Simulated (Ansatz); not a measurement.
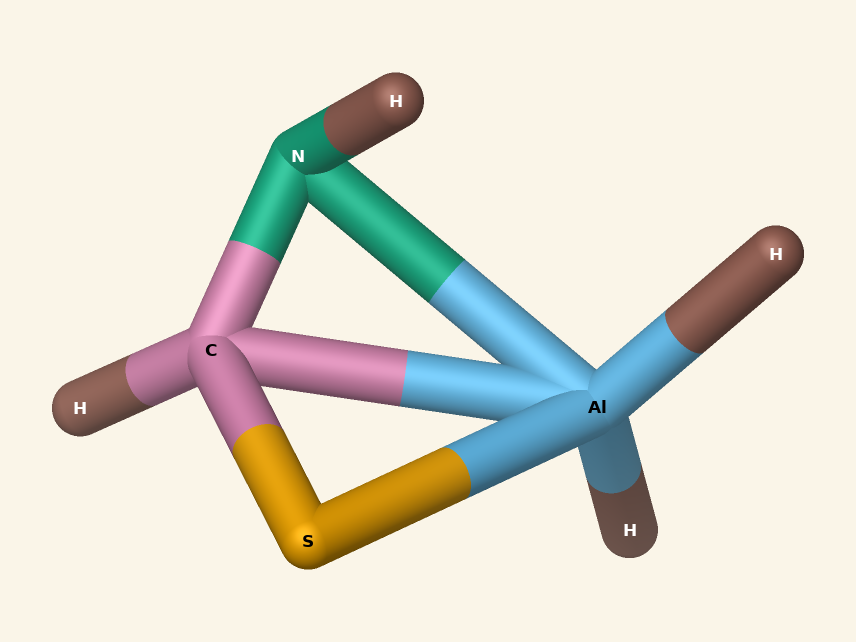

Stick drawing of a structure.

Describe the molecule.

The molecule is CH4AlNS. This geometry has C1 symmetry. Coordination, clear cases only: 1 N trigonal pyramidal.

The parts below concern this one geometry. Atoms keep their numbers from picture to picture. Computed geometry: PBE0-D4/def2-TZVP optimisation. No frequency run is at hand to confirm it as a minimum.

### Dipole moment

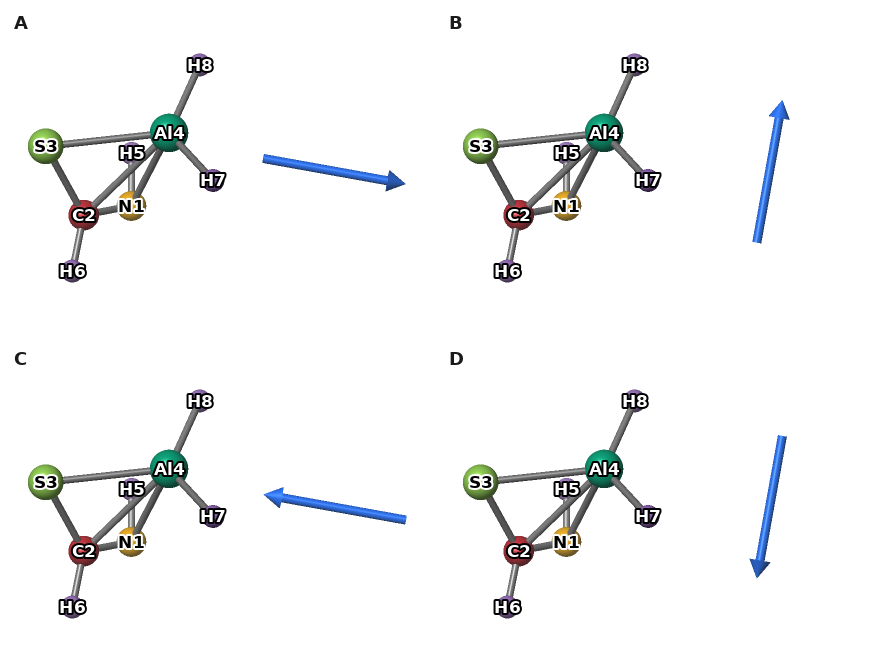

The same molecule four times, each with an arrow. No frequency run is at hand to confirm it as a minimum. Properties computed with RKS PBE0-D4/def2-TZVP (Ansatz 0.2.0).

> Which arrow points along the dipole moment, from the negative to the positive end?

C. The dipole moment is 0.52 D; it points from the side of H7 to the side of S3 (the outermost atoms at the two ends).

### Electronic properties

No frequency run is at hand to confirm it as a minimum. Properties computed with RKS PBE0-D4/def2-TZVPP (Ansatz 0.2.0).

What does the calculation give?

- HOMO energy (Kohn–Sham orbital): −7.55 eV
- LUMO energy (Kohn–Sham orbital): −1.96 eV
- HOMO–LUMO gap: 5.59 eV
- dispersion correction: −15.2 kJ/mol

### Charges

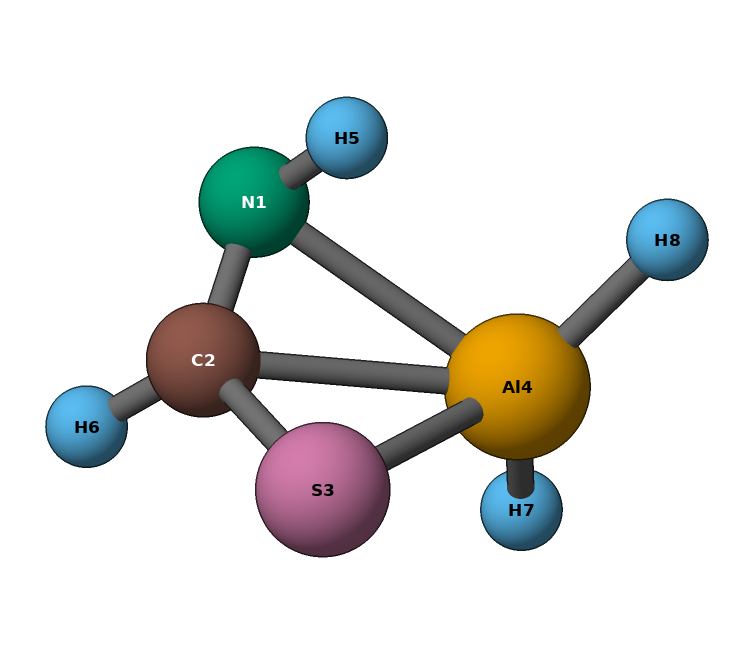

The questions are on Mulliken charges. No frequency run is at hand to confirm it as a minimum. Level of theory: RKS PBE0-D4/def2-TZVP (Ansatz 0.2.0).

Give the Mulliken charges atom by atom.

```
atom  value (e)
  N1      −0.33
  C2       0.01
  S3      −0.20
 Al4       0.29
  H5       0.27
  H6       0.15
  H7      −0.10
  H8      −0.09
```

Mulliken values depend strongly on the basis set and can even reverse the polarity of a bond.
